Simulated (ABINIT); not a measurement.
# KI (Fm-3m): G0W0 with ABINIT, start to end

How does a plane-wave GW calculation on KI (Fm-3m) run from the first input to the gap?

Calculated with ABINIT 10.8.3; PBE and many-body steps on it, plane waves.

## 1. Set-up

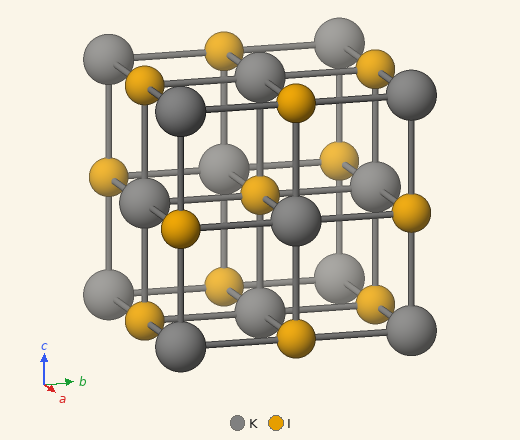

The cell as given, slightly off an axis (potassium grey, iodine orange). This picture shows the conventional cell, with its axes. Some periodic images of atoms are drawn too.

The cell and positions come from the Crystallography Open Database and are kept as given unless a step says otherwise. Spin-orbit coupling is left out unless a step names it.

## 2. Ground state

This step: ABINIT 10.8.3; DFT, PBE, plane waves, norm-conserving pseudopotentials.

The ground-state density comes first.

Contents of run.abi:

```
acell 3*1.0 Angstrom
rprim 
  0.000000000000 3.532775000000 3.532775000000
  3.532775000000 0.000000000000 3.532775000000
  3.532775000000 3.532775000000 -0.000000000000
ntypat 2
znucl 19 53
natom 2
typat 1 2
xred 
  0.000000000000 0.000000000000 0.000000000000
  0.500000000000 0.500000000000 0.500000000000
pp_dirpath "pseudos"
pseudos "K.upf, I.upf"
ecut 33
ngkpt 6 6 6
nshiftk 1
shiftk 0 0 0
kptopt 1
chksymbreak 0
nband 13
occopt 1
tolvrs 1e-10
nstep 60
prtwf 0
optforces 0
optstress 0
indata_prefix "in"
outdata_prefix "out"
tmpdata_prefix "tmp"
```

The run is started by

```
> OMP_NUM_THREADS=1 mpirun -n 4 abinit run.abi > log
```

Numbers of over 12 decimals in the logs are rounded to 6 here.

The log of the run:

```text
.Version 10.8.3 of ABINIT. v10.8.2 released Aug 2026.

 Symmetries : space group Fm -3 m (#225); Bravais cF (face-center cubic)
================================================================================
 Values of the parameters that define the memory need of the present run
     intxc =       0    ionmov =       0      iscf =       7    lmnmax =       6
     lnmax =       6     mgfft =      50  mpssoang =       3    mqgrid =    3001
     natom =       2  nloc_mem =       1    nspden =       1   nspinor =       1
    nsppol =       1      nsym =      48    n1xccc =    2501    ntypat =       2
    occopt =       1   xclevel =       2
-    mband =          13        mffmem =           1         mkmem =           4
       mpw =        5405          nfft =      125000          nkpt =          16
================================================================================
  Rough estimation (10% accuracy) of disk space for files :
================================================================================

--------------------------------------------------------------------------------
------------- Echo of variables that govern the present computation ------------
--------------------------------------------------------------------------------
 -outvars: echo values of preprocessed input variables --------
            acell      1.8897261259E+00  1.8897261259E+00  1.8897261259E+00 Bohr

      chksymbreak           0
             ecut      3.30000000E+01 Hartree
-          fftalg         312

              ixc     -101130
              kpt      0.00000000E+00  0.00000000E+00  0.00000000E+00
                       1.66666667E-01  0.00000000E+00  0.00000000E+00
                       3.33333333E-01  0.00000000E+00  0.00000000E+00
                       5.00000000E-01  0.00000000E+00  0.00000000E+00
                       1.66666667E-01  1.66666667E-01  0.00000000E+00
                       3.33333333E-01  1.66666667E-01  0.00000000E+00
                       5.00000000E-01  1.66666667E-01  0.00000000E+00
                      -3.33333333E-01  1.66666667E-01  0.00000000E+00
                      -1.66666667E-01  1.66666667E-01  0.00000000E+00
   [... 5 further rows ...]
                      -3.33333333E-01  3.33333333E-01  1.66666667E-01
                      -3.33333333E-01  5.00000000E-01  1.66666667E-01
         kptrlatt        6    0    0      0    6    0      0    0    6
          kptrlen      5.66475451E+01
P           mkmem           4
            natom           2
            nband          13
            ngfft          50      50      50
             nkpt          16
            nstep          60
             nsym          48
           ntypat           2
              occ      2.000000  2.000000  2.000000  2.000000  2.000000  2.000000
                       2.000000  2.000000  0.000000  0.000000  0.000000  0.000000
                       0.000000
        optforces           0
        optstress           0
            prtwf           0
            rprim      0.0000000000E+00  3.5327750000E+00  3.5327750000E+00
[...]
spgroup         225

           tolvrs      1.00000000E-10

             xred      0.0000000000E+00  0.0000000000E+00  0.0000000000E+00
[...]
znucl       19.00000   53.00000

================================================================================

 chkinp: Checking input parameters for consistency.

================================================================================
== DATASET  1 ==================================================================
-   mpi_nproc: 4, omp_nthreads: 1 (-1 if OMP is not activated)

--- !DatasetInfo
iteration_state: {dtset: 1, }
dimensions: {natom: 2, nkpt: 16, mband: 13, nsppol: 1, nspinor: 1, nspden: 1, mpw: 5405, }
cutoff_energies: {ecut:  33.0, pawecutdg:  -1.0, }
electrons: {nelect:   1.60000000E+01, charge:   0.00000000E+00, occopt:   1.00000000E+00, tsmear:   1.00000000E-02, }

 Real(R)+Recip(G) space primitive vectors, cartesian coordinates (Bohr,Bohr^-1):
 R(1)=  0.0000000  6.6759772  6.6759772  G(1)= -0.0748954  0.0748954  0.0748954
 R(2)=  6.6759772  0.0000000  6.6759772  G(2)=  0.0748954 -0.0748954  0.0748954
 R(3)=  6.6759772  6.6759772  0.0000000  G(3)=  0.0748954  0.0748954 -0.0748954
 Unit cell volume ucvol=  5.9507887E+02 bohr^3
 Angles (23,13,12)=  6.00000000E+01  6.00000000E+01  6.00000000E+01 degrees

 getcut: wavevector=  0.0000  0.0000  0.0000  ngfft=  50  50  50
         ecut(hartree)=     33.000   => boxcut(ratio)=   2.04876

--- Pseudopotential description ------------------------------------------------
- K Generated using ONCVPSP code by D. R. Hamann
- 19.00000   9.00000  171031                  znucl, zion, pspdat
12 -101130 2 -1 2222                          pspcod,pspxc,lmax,lloc,mmax
     nproj     2     2     2
  pspatm : epsatm=    8.42413758
         --- l  ekb(1:nproj) -->
[...]
pspatm: atomic psp has been read  and splines computed

- I Generated using ONCVPSP code by D. R. Hamann
- 53.00000   7.00000  171031                  znucl, zion, pspdat
12 -101130 2 -1 1196                          pspcod,pspxc,lmax,lloc,mmax
     nproj     2     2     2
  pspatm : epsatm=   19.17056757
         --- l  ekb(1:nproj) -->
[...]
2    4.134838    0.711910
 pspatm: atomic psp has been read  and splines computed

   4.41515282E+02                                ecore*ucvol(ha*bohr**3)
--------------------------------------------------------------------------------

_setup2: Arith. and geom. avg. npw (full set) are    5388.051    5388.035

================================================================================

--- !BeginCycle
iteration_state: {dtset: 1, }
solver: {iscf: 7, nstep: 60, nline: 4, wfoptalg: 0, }
tolerances: {tolvrs: 1.00E-10, }

     iter   Etot(hartree)      deltaE(h)  residm     vres2
 ETOT  1  -43.084150102588    -4.308E+01 2.534E-02 6.984E+01
 ETOT  2  -43.102403187570    -1.825E-02 2.146E-03 3.303E+00
 ETOT  3  -43.102515509612    -1.123E-04 1.060E-03 4.921E-01
 ETOT  4  -43.102523625818    -8.116E-06 4.845E-04 6.465E-02
 ETOT  5  -43.102525137926    -1.512E-06 6.316E-04 1.389E-03
 ETOT  6  -43.102525255408    -1.175E-07 5.937E-04 6.426E-05
 ETOT  7  -43.102525257403    -1.995E-09 7.598E-04 2.549E-06
 ETOT  8  -43.102525257520    -1.174E-10 5.321E-04 7.021E-08
 ETOT  9  -43.102525257525    -4.782E-12 5.695E-04 7.722E-10
 ETOT 10  -43.102525257523     1.918E-12 3.108E-04 2.422E-11

 At SCF step   10       vres2   =  2.42E-11 < tolvrs=  1.00E-10 =>converged.

--- !ResultsGS
iteration_state: {dtset: 1, }
comment   : Summary of ground state results
lattice_vectors:
- [  0.0000000,   6.6759772,   6.6759772, ]
- [  6.6759772,   0.0000000,   6.6759772, ]
- [  6.6759772,   6.6759772,  -0.0000000, ]
lattice_lengths: [   9.44126,    9.44126,    9.44126, ]
lattice_angles: [ 60.000,  60.000,  60.000, ] # degrees, (23, 13, 12)
lattice_volume:   5.9507887E+02
convergence: {deltae:  1.918E-12, res2:  2.422E-11, residm:  3.108E-04, diffor:  0.000E+00, }
etotal    :  -4.31025253E+01
entropy   :   0.00000000E+00
fermie    :   4.35632526E-03
cartesian_stress_tensor: null
pressure_GPa: null
xred      :
- [  0.0000E+00,   0.0000E+00,   0.0000E+00,  K]
- [  5.0000E-01,   5.0000E-01,   5.0000E-01,  I]
cartesian_forces: null
force_length_stats: {min: null, max: null, mean: null, }

 Integrated electronic density in atomic spheres:
 ------------------------------------------------
 Atom  Sphere_radius  Integrated_density
    1        2.00000          6.92264502
    2        2.00000          2.87372183
================================================================================

 ----iterations are completed or convergence reached----

 Mean square residual over all n,k,spin=   34.812E-07; max=  31.082E-05
 reduced coordinates (array xred) for    2 atoms
       0.000000000000      0.000000000000      0.000000000000
       0.500000000000      0.500000000000      0.500000000000
 rms dE/dt=  0.0000E+00; max dE/dt=  0.0000E+00; dE/dt below (all hartree)
    1       0.000000000000      0.000000000000      0.000000000000
    2       0.000000000000      0.000000000000      0.000000000000

 cartesian coordinates (angstrom) at end:
    1      0.000000     0.000000     0.000000
    2      3.532775     3.532775     3.532775
 length scales=  1.889726125908  1.889726125908  1.889726125908 bohr
              =  1.000000000000  1.000000000000  1.000000000000 angstroms
 prteigrs : about to open file out_EIG
 Fermi (or HOMO) energy (hartree) =   0.00436   Average Vxc (hartree)=  -0.26576
 Eigenvalues (hartree) for nkpt=  16  k points:
 kpt#   1, nband= 13, wtk=  0.00463, kpt=  0.0000  0.0000  0.0000 (reduced coord)
  -1.04300   -0.43616   -0.43616   -0.43616   -0.38166    0.00436    0.00436    0.00436
   0.14997    0.24342    0.24342    0.24342    0.26985
 prteigrs : prtvol=0 or 1, do not print more k-points.

--- !EnergyTerms
iteration_state     : {dtset: 1, }
comment             : Components of total free energy in Hartree
kinetic             :  1.34667133953278E+01
hartree             :  9.56437515154625E+00
xc                  : -1.04106413033510E+01
Ewald energy        : -2.74618377792638E+01
psp_core            :  7.41944137873510E-01
local_psp           : -3.51497426630674E+01
non_local_psp       :  6.14666380341154E+00
total_energy        : -4.31025252575231E+01
total_energy_eV     : -1.17287946295961E+03
band_energy         : -5.55993678185055E+00

== END DATASET(S) ==============================================================
================================================================================

 -outvars: echo values of variables after computation  --------
           etotal     -4.3102525258E+01
            nband          13
             nkpt          16
          spgroup         225
 [... the other variables as echoed above ...]

 Calculation completed.
```

It took 11 s on 4 MPI ranks of Arm Neoverse V2, shared host; peak memory 0.36 GiB.

Numbers from this step:

* total energy: -1172.8795 eV
* gap: 3.962 eV
* k of the valence top: 0, 0, 0
* k of the conduction bottom: 0, 0, 0
* least direct gap: 3.962 eV

The gap is direct, at Γ.

## 3. Bands along the symmetry lines

Levels along a band path, at the cheap level, show where the edges lie and whether the meshes to come will hold them.

Contents of run.abi:

```
acell 3*1.0 Angstrom
rprim 
  0.000000000000 3.532775000000 3.532775000000
  3.532775000000 0.000000000000 3.532775000000
  3.532775000000 3.532775000000 -0.000000000000
ntypat 2
znucl 19 53
natom 2
typat 1 2
xred 
  0.000000000000 0.000000000000 0.000000000000
  0.500000000000 0.500000000000 0.500000000000
pp_dirpath "pseudos"
pseudos "K.upf, I.upf"
ecut 33
iscf -2
irdden 1
kptopt 0
nkpt 50
kpt 
  0.00000000 0.00000000 0.00000000
  0.06250000 0.00000000 0.06250000
  0.12500000 0.00000000 0.12500000
  0.18750000 0.00000000 0.18750000
  0.25000000 0.00000000 0.25000000
  0.31250000 0.00000000 0.31250000
  0.37500000 0.00000000 0.37500000
  0.43750000 0.00000000 0.43750000
  0.50000000 0.00000000 0.50000000
  0.51562500 0.03125000 0.51562500
  0.53125000 0.06250000 0.53125000
  0.54687500 0.09375000 0.54687500
  0.56250000 0.12500000 0.56250000
  0.57812500 0.15625000 0.57812500
  0.59375000 0.18750000 0.59375000
  0.60937500 0.21875000 0.60937500
  0.62500000 0.25000000 0.62500000
  0.37500000 0.37500000 0.75000000
  0.32812500 0.32812500 0.65625000
  0.28125000 0.28125000 0.56250000
  0.23437500 0.23437500 0.46875000
  0.18750000 0.18750000 0.37500000
  0.14062500 0.14062500 0.28125000
  0.09375000 0.09375000 0.18750000
  0.04687500 0.04687500 0.09375000
  0.00000000 0.00000000 0.00000000
  0.06250000 0.06250000 0.06250000
  0.12500000 0.12500000 0.12500000
  0.18750000 0.18750000 0.18750000
  0.25000000 0.25000000 0.25000000
  0.31250000 0.31250000 0.31250000
  0.37500000 0.37500000 0.37500000
  0.43750000 0.43750000 0.43750000
  0.50000000 0.50000000 0.50000000
  0.50000000 0.46875000 0.53125000
  0.50000000 0.43750000 0.56250000
  0.50000000 0.40625000 0.59375000
  0.50000000 0.37500000 0.62500000
  0.50000000 0.34375000 0.65625000
  0.50000000 0.31250000 0.68750000
  0.50000000 0.28125000 0.71875000
  0.50000000 0.25000000 0.75000000
  0.50000000 0.21875000 0.71875000
  0.50000000 0.18750000 0.68750000
  0.50000000 0.15625000 0.65625000
  0.50000000 0.12500000 0.62500000
  0.50000000 0.09375000 0.59375000
  0.50000000 0.06250000 0.56250000
  0.50000000 0.03125000 0.53125000
  0.50000000 0.00000000 0.50000000
istwfk *1
nband 15
nbdbuf 2
tolwfr 1e-08
nstep 40
prtwf 0
prtvol 0
indata_prefix "in"
outdata_prefix "out"
tmpdata_prefix "tmp"
```

The log of the run:

```text
.Version 10.8.3 of ABINIT. v10.8.2 released Aug 2026.

 Symmetries : space group Fm -3 m (#225); Bravais cF (face-center cubic)
[... echo of the input left out ...]
== DATASET  1 ==================================================================
-   mpi_nproc: 4, omp_nthreads: 1 (-1 if OMP is not activated)

--- !DatasetInfo
iteration_state: {dtset: 1, }
dimensions: {natom: 2, nkpt: 50, mband: 15, nsppol: 1, nspinor: 1, nspden: 1, mpw: 5434, }
cutoff_energies: {ecut:  33.0, pawecutdg:  -1.0, }
electrons: {nelect:   1.60000000E+01, charge:   0.00000000E+00, occopt:   1.00000000E+00, tsmear:   1.00000000E-02, }

 Real(R)+Recip(G) space primitive vectors, cartesian coordinates (Bohr,Bohr^-1):
 R(1)=  0.0000000  6.6759772  6.6759772  G(1)= -0.0748954  0.0748954  0.0748954
 R(2)=  6.6759772  0.0000000  6.6759772  G(2)=  0.0748954 -0.0748954  0.0748954
 R(3)=  6.6759772  6.6759772  0.0000000  G(3)=  0.0748954  0.0748954 -0.0748954
 Unit cell volume ucvol=  5.9507887E+02 bohr^3
 Angles (23,13,12)=  6.00000000E+01  6.00000000E+01  6.00000000E+01 degrees

 getcut: wavevector=  0.0000  0.0000  0.0000  ngfft=  50  50  50
         ecut(hartree)=     33.000   => boxcut(ratio)=   2.04876

--- Pseudopotential description ------------------------------------------------
- K Generated using ONCVPSP code by D. R. Hamann
- 19.00000   9.00000  171031                  znucl, zion, pspdat
12 -101130 2 -1 2222                          pspcod,pspxc,lmax,lloc,mmax
     nproj     2     2     2
  pspatm : epsatm=    8.42413758
         --- l  ekb(1:nproj) -->
             0   10.871123    0.806704
             1    4.379001    0.553647
             2   -3.405842   -1.029115
 pspatm: atomic psp has been read  and splines computed

- I Generated using ONCVPSP code by D. R. Hamann
- 53.00000   7.00000  171031                  znucl, zion, pspdat
12 -101130 2 -1 1196                          pspcod,pspxc,lmax,lloc,mmax
     nproj     2     2     2
  pspatm : epsatm=   19.17056757
         --- l  ekb(1:nproj) -->
[...]
pspatm: atomic psp has been read  and splines computed

--------------------------------------------------------------------------------

================================================================================
 prteigrs : about to open file out_EIG
 Non-SCF case, kpt    1 (  0.00000  0.00000  0.00000), residuals and eigenvalues=
  5.37E-09  2.67E-09  4.64E-09  9.40E-09  4.74E-09  2.52E-09  6.27E-09  7.47E-09
  8.38E-09  9.04E-09  8.83E-09  4.72E-09  9.54E-09  7.63E-09  6.78E-09
 -1.0430E+00 -4.3616E-01 -4.3616E-01 -4.3616E-01 -3.8166E-01  4.3563E-03
  4.3563E-03  4.3563E-03  1.4997E-01  2.4342E-01  2.4342E-01  2.4342E-01
[...]
Non-SCF case, kpt    2 (  0.06250  0.00000  0.06250), residuals and eigenvalues=
  5.86E-09  5.62E-09  3.55E-09  7.76E-09  2.58E-09  5.97E-09  4.57E-09  7.00E-09
[...]
4.90E-09  4.19E-09  4.83E-09  7.10E-09  5.33E-09  9.61E-09  6.21E-09  4.97E-09
  8.77E-09  9.27E-09  2.45E-09  5.00E-09  8.16E-09  8.00E-09  2.97E-07
[...]
Non-SCF case, kpt   49 (  0.50000  0.03125  0.53125), residuals and eigenvalues=
[...]
Non-SCF case, kpt   50 (  0.50000  0.00000  0.50000), residuals and eigenvalues=
[...]
-1.0429E+00 -4.3783E-01 -4.3684E-01 -4.3684E-01 -3.7641E-01 -3.2245E-02
 -9.0923E-03 -9.0923E-03  1.8588E-01  2.1643E-01  3.0214E-01  3.2412E-01
[...]
--- !ResultsGS
iteration_state: {dtset: 1, }
comment   : Summary of ground state results
lattice_vectors:
- [  0.0000000,   6.6759772,   6.6759772, ]
- [  6.6759772,   0.0000000,   6.6759772, ]
- [  6.6759772,   6.6759772,  -0.0000000, ]
lattice_lengths: [   9.44126,    9.44126,    9.44126, ]
lattice_angles: [ 60.000,  60.000,  60.000, ] # degrees, (23, 13, 12)
lattice_volume:   5.9507887E+02
convergence: {deltae:  0.000E+00, res2:  0.000E+00, residm:  9.989E-09, diffor:  0.000E+00, }
etotal    :  -4.31025253E+01
entropy   :   0.00000000E+00
fermie    :   4.35632526E-03
cartesian_stress_tensor: null
pressure_GPa: null
xred      :
- [  0.0000E+00,   0.0000E+00,   0.0000E+00,  K]
- [  5.0000E-01,   5.0000E-01,   5.0000E-01,  I]
cartesian_forces: null
force_length_stats: {min: null, max: null, mean: null, }

 Integrated electronic density in atomic spheres:
 ------------------------------------------------
 Atom  Sphere_radius  Integrated_density
[...]
================================================================================

 ----iterations are completed or convergence reached----

 Mean square residual over all n,k,spin=   64.626E-10; max=  99.885E-10
 reduced coordinates (array xred) for    2 atoms
       0.000000000000      0.000000000000      0.000000000000
       0.500000000000      0.500000000000      0.500000000000

 cartesian coordinates (angstrom) at end:
    1      0.000000     0.000000     0.000000
    2      3.532775     3.532775     3.532775
 length scales=  1.889726125908  1.889726125908  1.889726125908 bohr
              =  1.000000000000  1.000000000000  1.000000000000 angstroms
 prteigrs : about to open file out_EIG
 Eigenvalues (hartree) for nkpt=  50  k points:
 kpt#   1, nband= 15, wtk=  1.00000, kpt=  0.0000  0.0000  0.0000 (reduced coord)
[...]
kpt#   2, nband= 15, wtk=  1.00000, kpt=  0.0625  0.0000  0.0625 (reduced coord)
[...]
kpt#   3, nband= 15, wtk=  1.00000, kpt=  0.1250  0.0000  0.1250 (reduced coord)
[...]
kpt#  49, nband= 15, wtk=  1.00000, kpt=  0.5000  0.0313  0.5313 (reduced coord)
  -1.04290   -0.43782   -0.43688   -0.43685   -0.37633   -0.03208   -0.00944   -0.00939
   0.18689    0.21750    0.30266    0.32353    0.32502    0.35623    0.35769
 kpt#  50, nband= 15, wtk=  1.00000, kpt=  0.5000  0.0000  0.5000 (reduced coord)
  -1.04290   -0.43783   -0.43684   -0.43684   -0.37641   -0.03225   -0.00909   -0.00909
   0.18588    0.21643    0.30214    0.32412    0.32811    0.35619    0.35619

== END DATASET(S) ==============================================================
================================================================================

 -outvars: echo values of variables after computation  --------
            nband          15
             nkpt          50
          spgroup         225
 [... the other variables as echoed above ...]

 Calculation completed.
```

It took 21 s on 4 MPI ranks; peak memory 0.34 GiB.

This step gave:

```
gap                        : 3.962 eV
k of the valence top       : 0, 0, 0
k of the conduction bottom : 0, 0, 0
least direct gap           : 3.962 eV
```

The gap is 3.962 eV, as in the run before at this level.

Electronic bands along the path, in eV, zero at the top of the highest filled band; v1 is the highest filled band, c1 the lowest empty one:

| point | v4 | v3 | v2 | v1 | c1 | c2 | c3 | c4 |
| --- | --- | --- | --- | --- | --- | --- | --- | --- |
| Γ | -10.50 | 0.00 | 0.00 | 0.00 | 3.96 | 6.51 | 6.51 | 6.51 |
| X | -10.36 | -1.00 | -0.37 | -0.37 | 4.94 | 5.77 | 8.10 | 8.70 |
| U | -10.31 | -0.85 | -0.75 | -0.38 | 5.62 | 6.64 | 7.63 | 8.28 |
| jump to K | -10.31 | -0.85 | -0.75 | -0.38 | 5.62 | 6.64 | 7.63 | 8.28 |
| Γ | -10.50 | 0.00 | 0.00 | 0.00 | 3.96 | 6.51 | 6.51 | 6.51 |
| L | -10.23 | -1.32 | -0.34 | -0.34 | 5.52 | 7.72 | 8.16 | 8.16 |
| W | -10.30 | -0.73 | -0.73 | -0.60 | 6.47 | 6.47 | 6.64 | 8.19 |
| X | -10.36 | -1.00 | -0.37 | -0.37 | 4.94 | 5.77 | 8.10 | 8.70 |

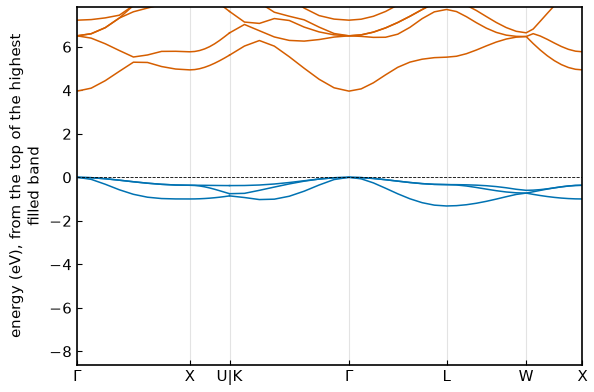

Electronic bands along the path; lines of filled and empty bands in two colours.

(Part 1 of 2 ends here.)

[Paths, hosts, dates, memory and timing lines, banners, echoed tables and standing remarks are left out of the program output.]

[Logs are printed without paths, hosts, clocks, repeated set-up lines and the standing remarks that a program may print on its own settings, such as how far it seeks lower states.]

[Runs of the session that timed out or met a known fault of the program may be left out.]

[Hosts, paths, dates, database ids (printed as entryN), source tags and the programs' standing remarks are cut or masked in the printed files.]

[G0W0 gaps are taken among the corrected bands and points alone; a level outside them can change the order at an edge.]

[Where Ansatz stands beside ABINIT at settings called matched, ABINIT's density can come from a denser mesh and the files from another edition; pairs whose starting gaps differed by over 0.03 eV were left out, so agreement reads better than it is.]
